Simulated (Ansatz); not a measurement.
# GeH3N: the cost of one run

Computed with Ansatz 0.2.0, Gaussian basis. Level: PBE0-D4/def2-TZVP structures, single points in def2-TZVPP, no counterpoise correction.

Levels: SPW92, PBE-D4, BLYP-D4, r2SCAN-D4, B97M-V, PBE0-D4, B3LYP-D4, r2SCAN0-D4, BHLYP-D4, CAM-B3LYP-D4, wB97X-V, wB97M-V, B2PLYP, PBE-QIDH, RPA on PBE, Hartree-Fock, MP2, CCSD, CCSD(T).

Correlated methods freeze the cores. Filled d shells of the heavier atoms are correlated. B3LYP uses VWN-RPA correlation. B2PLYP carries no dispersion term here.

56 further runs of the same task are left out: 56 set aside as unsound or not needed.

### 1 The system as given

The complex: 7 atoms, charge 0, spin multiplicity 1.

Atoms are counted from 1 here; the program's logs count them from 0.

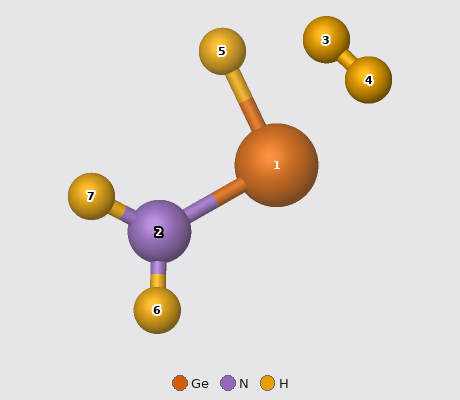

As it starts; germanium orange, nitrogen purple, hydrogen amber; atoms are numbered from 1 in the order of the file.

As a file:

```mol
GeH5N
  3D, bonds by distance, orders not assigned

  7  5  0  0  0  0  0  0  0  0999 V2000
   -0.6949   -0.1164    1.0045 Ge  0  0
    1.0832   -0.4115    0.7832 N   0  0
   -1.3914    0.4273   -1.8794 H   0  0
   -1.6701   -0.2671   -1.8778 H   0  0
   -0.5802    1.4145    0.5478 H   0  0
    1.4970   -1.3131    0.9574 H   0  0
    1.7564    0.2662    0.4642 H   0  0
  1  2  8  0
  1  5  8  0
  2  6  8  0
  2  7  8  0
  3  4  8  0
M  END
```

Its parts: GeNH₃ holds atoms 1, 2, 5, 6, 7; H₂ holds atoms 3, 4. Each part counts its atoms afresh in its own runs.

### 2 Relaxing GeNH₃ alone

Input file relax-a/in.yaml:

```yaml
crystal:
  periodic: [false, false, false]
  atoms:
    - {symbol: Ge, position_ang: [-0.694891, -0.116373, 1.004549]}
    - {symbol: N, position_ang: [1.083194, -0.411458, 0.783241]}
    - {symbol: H, position_ang: [-0.580227, 1.414544, 0.547797]}
    - {symbol: H, position_ang: [1.497042, -1.313126, 0.957372]}
    - {symbol: H, position_ang: [1.756390, 0.266173, 0.464162]}
basis:
  gaussian: {orbitals: def2-TZVP}
hamiltonian: {xc: pbe0, dispersion: d4}
relax: {f_tol: 0.005, max_steps: 200}
```

Command:

```console
> ansatz run in.yaml --threads 2 --pin off --events-out ev --progress --plain --max-ram 4352MiB
```

**Question.** How long does this run take on 2 threads of Arm Neoverse V1, shared host?

About 8 s.
